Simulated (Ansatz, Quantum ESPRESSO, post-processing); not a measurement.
# From contact to tunnelling: vacuum gaps between two Pb(100) faces, part 5 of 5

How fast does transmission decay with width? The series: vacuum gaps between two Pb(100) faces.

Quantum ESPRESSO 7.5; plane-wave DFT, LDA, GBRV ultrasoft pseudopotentials; cross-check by Ansatz 0.2.0 with PAW datasets.

So far. Step 12 (The open system, 8 Å): T goes from 0.00587 to 8.3e-4, a factor of 7.1. Step 13 (Cross-check with Ansatz, 8 Å): Ansatz finds T = 8.4e-4 against pwcond's 8.3e-4.

**15. Transmission with pwcond.x, 9 Å**

Level of this step: transmission by pwcond, lead and junction from one cell; plane-wave DFT, LDA, GBRV ultrasoft pseudopotentials (Quantum ESPRESSO).

j4.cond.in reads:

```
&inputcond
  outdir = './out'
  prefixt = 'j4.scf'
  tran_file = 'j4.cond.dat'
  bdl = 1.4142135624
  bds = 10.3085765933
  ikind = 1
  ewind = 4.0
  epsproj = 1e-05
  nz1 = 7
  energy0 = 0.4
  denergy = -0.4
/
15
  0.00000000 0.00000000 0.01562500
  0.00000000 0.12500000 0.06250000
  0.00000000 0.25000000 0.06250000
  0.00000000 0.37500000 0.06250000
  0.00000000 0.50000000 0.03125000
  0.12500000 0.12500000 0.06250000
  0.12500000 0.25000000 0.12500000
  0.12500000 0.37500000 0.12500000
  0.12500000 0.50000000 0.06250000
  0.25000000 0.25000000 0.06250000
  0.25000000 0.37500000 0.12500000
  0.25000000 0.50000000 0.06250000
  0.37500000 0.37500000 0.06250000
  0.37500000 0.50000000 0.06250000
  0.50000000 0.50000000 0.01562500
3
```

The run is started by

```bash
$ OMP_NUM_THREADS=1 mpirun -n 4 pwcond.x -in j4.cond.in > j4.cond.out
```

Numbers of over 12 decimals in the logs are rounded to 6 here.

The program printed:

```text
[banner, memory and clock lines left out]
Program PWCOND v.7.5 starts
[citation notice left out]

[...]
./out/j4.scf.save/

[...]
negative rho (up, down):  1.822E-01 0.000E+00
     Reading collected, re-writing distributed wavefunctions

===== INPUT FILE containing all the regions =====

     GEOMETRY:

     lattice parameter (alat)  =       6.7213  a.u.
     the volume                =    3130.0715 (a.u.)^3
     the cross section         =      45.1756 (a.u.)^2
     l of the unit cell        =      10.3086 (alat)
[...]
-0.3808666  -0.0000117  -0.4000000
 Left moving states:
   k1(2pi/a)   k2(2pi/a)   E-Ef (eV)
   0.3808665  -0.0000117  -0.4000000
   0.3808665  -0.0000117  -0.4000000

 to transmit
 Band j to band i transmissions and reflections:
    j         i     |T_ij|^2    |R_ij|^2

    1 -->     1     0.00000     0.15660
    1 -->     2     0.00000     0.84340
   Total T_j, R_j =    0.00000  1.00000

    2 -->     1     0.00000     0.84340
    2 -->     2     0.00000     0.15660
   Total T_j, R_j =    0.00000  1.00000

E-Ef(ev), T(x2 spins) =   -0.4000000   0.0000001
   T_tot     0.40000      0.43093E-03
   T_tot     0.00000      0.21642E-03
   T_tot    -0.40000      0.14180E-03

[...]
```

Wall time 100 s (4 MPI ranks of Arm Neoverse V1, shared host); peak memory 0.29 GiB; 6.7 min of CPU time.

Numbers from this step:

```
transmission at the Fermi level, one spin : 1.08e-4
conductance                               : 1.08e-4 G₀
```

Per spin; mean over the k mesh across the current. The transmission, zone mean by energy, zero at the Fermi level:

```
energy (eV)  transmission, zone mean
     -0.400                   7.1e-5
      0.000                   1.1e-4
      0.400                   2.2e-4
```

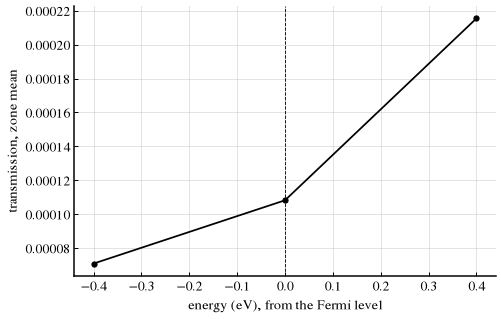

Transmission, zone mean against energy.

T goes from 8.3e-4 to 1.1e-4, a factor of 7.7.

**16. Cross-check with Ansatz, 9 Å**

Level of this step: plane-wave DFT, LDA, Ansatz PAW (Ansatz 0.2.0).

input.yaml reads:

```yaml
crystal:
  lattice:
    - [3.5567471094, 0.0, 0.0]
    - [0.0, 3.5567471094, 0.0]
    - [0.0, 0.0, 36.665]
  atoms:
    - { symbol: Pb, position: [0.0, 0.0, 0.0] }
    - { symbol: Pb, position: [0.5, 0.5, 0.068594027] }
    - { symbol: Pb, position: [0.0, 0.0, 0.137188054] }
    - { symbol: Pb, position: [0.5, 0.5, 0.205782081] }
    - { symbol: Pb, position: [0.0, 0.0, 0.274376108] }
    - { symbol: Pb, position: [0.5, 0.5, 0.342970135] }
    - { symbol: Pb, position: [0.0, 0.0, 0.588435838] }
    - { symbol: Pb, position: [0.5, 0.5, 0.657029865] }
    - { symbol: Pb, position: [0.0, 0.0, 0.725623892] }
    - { symbol: Pb, position: [0.5, 0.5, 0.794217919] }
    - { symbol: Pb, position: [0.0, 0.0, 0.862811946] }
    - { symbol: Pb, position: [0.5, 0.5, 0.931405973] }
kpoints:
  mp_grid: { grid: [7, 7, 1] }
hamiltonian:
  xc: lda
scf:
  occupations: { method: fermi_dirac, width: 0.1 }
  convergence: { dr2_threshold: 1.0e-08 }
output:
  transmission: { leads: [[0, 2]], e_range: [-0.4, 0.4], de: 0.4, kmesh: [8, 8] }
  write_potential: true
  write_density: true
  volumetric_format: npy
  elf: true
```

The run is started by

```bash
$ ansatz run input.yaml --threads 4 --pin off --max-ram 8192MiB --backend cpu --events-out ev --progress --plain --runs-dir out
```

The program printed:

```text
[...]
Crystal: 12 atoms, lattice volume = 463.829 Å³
Basis set: ecut = 420 eV, 9007 PW (Γ)
Bands: 101, of which v1, the nominal top of the filled ones, is band 84 counted from 1 (83 counted from 0)
Symmetry: 16 space group operations
[...]
k-points: 10 of 49
[...]
k-point 9: bands = [... 80 lower, 5.6417, 5.6653, 5.8457, 6.1022, 6.1255, 6.4327, 6.6542, 6.8354, ... 13 higher]
--- Transmission ---
  basis      : 109 plane waves across, 46 finite elements along
  points     : 15, standing for a mesh of 8 x 8
[...]
channels       : 1.546875e0 a spin
[...]
slowest decay  : 0.0725 /Å at (0.5000, 0.0000)
  junction   : crystal 0 to crystal 0, -0.56 to 31.08 Å
    transmission   : 1.104398e-4 a spin
[...]
[key lines of the parts left out:]
SCF converged after 8 iterations
Free energy (F): -139227.047612 eV
Fermi energy:    7.477114 eV
```

Run time: 28 s. Hardware: 4 threads; peak memory 1.4 GiB; 1.7 min of CPU time.

Numbers from this step:

| Item | Value |
| --- | --- |
| free energy | -139227.0476 eV |
| energy at zero smearing | -139226.9281 eV |
| smearing term TS | 0.2391 eV |
| Fermi energy | 7.477 eV |
| transmission at the Fermi level, one spin | 1.10e-4 |
| step of the lead's Hamiltonian over a period | 58.3 meV |

Per spin; mean over the k mesh across the current. Transmission, zone mean against energy, zero at the Fermi level:

```
energy (eV)  transmission, zone mean
     -0.400                   7.2e-5
      0.000                   1.1e-4
      0.400                   2.2e-4
```

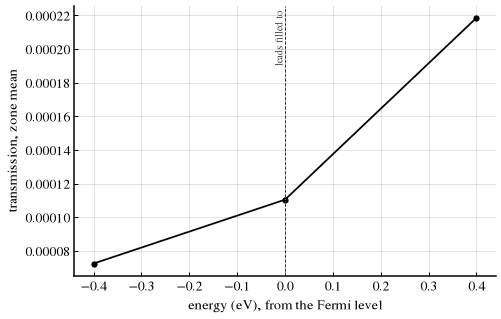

Transmission, zone mean against energy.

Ansatz finds T = 1.1e-4 against pwcond's 1.1e-4.

**17. The series side by side**

All levels:

```
level  T by pwcond  T by Ansatz  lead channels  CPU time (s)
  5 Å       0.1819       0.1833          1.547         887.5
  6 Å      0.03659      0.03666          1.547         904.8
  7 Å     0.005872      0.00592          1.547         872.9
  8 Å      8.30e-4      8.38e-4          1.547          1032
  9 Å      1.08e-4      1.10e-4          1.547           979
```

**18. By hand**

For the narrowest barrier, the Landauer sum over the mesh, Σ w T = 0.1250 × 0.282 + 0.1250 × 0.191 + 0.0625 × 0.381 + … = 0.1819.

G = 0.182 × 77.48 µS = 14.1 µS a cell. Times the area of 12.650 Å², the resistance-area product is A/G = 8.98 fΩ m², the leads' contact resistance included.

Free electrons at 4 an atom (2 atoms in 63.6 Å³) have k_F = 1.550 1/Å and offer A k_F²/4π = 2.42 channels per spin; the lead has 1.55 on this mesh.

κ = ln(T₁/T₂)/(2Δd) = ln(0.0008303/0.0001082)/(2 × 1 Å) = 1.02 1/Å.

**19. Summary of results**

```json
{
 "conductance a cell at 5 Å": "0.182 G₀",
 "conductance a cell at 6 Å": "0.0366 G₀",
 "conductance a cell at 7 Å": "0.00587 G₀",
 "conductance a cell at 8 Å": "8.3e-4 G₀",
 "conductance a cell at 9 Å": "1.1e-4 G₀",
 "fall of ln T per Å over the last interval": "2.04"
}
```

The conductance goes from 0.182 G₀ at 5 Å to 1.1e-4 G₀ at 9 Å (LDA, GBRV ultrasoft). Interval by interval ln T falls by 1.60, 1.83, 1.96 and 2.04 per Å. The last interval gives κ = 1.02 1/Å in T ∝ exp(−2κd), an apparent barrier of (κ/0.512)² = 4.0 eV. Ansatz follows the series within a factor of 1.02. Points with over 2.5 times the mean carry up to 61 % of T, so the means lean on few points, and the mesh was not tested. The geometries are as built, not relaxed, and the leads are short. Semilocal functionals lack the image potential in a vacuum gap. Spin-orbit coupling is left out; depending on the atoms that carry the levels of interest, it can split and shift them by tenths of an eV to an eV or more.

[Logs are printed without paths, hosts, clocks, repeated set-up lines and the standing remarks that a program may print on its own settings, such as how far it seeks lower states.]

[Hosts, paths, dates, database ids (printed as entryN), source tags and the programs' standing remarks are cut or masked in the printed files.]

[Maps of the electrostatic potential energy from Ansatz leave out the sawtooth potential of an applied field or a dipole correction, so their vacuum need not be flat; planar profiles and work functions include it.]
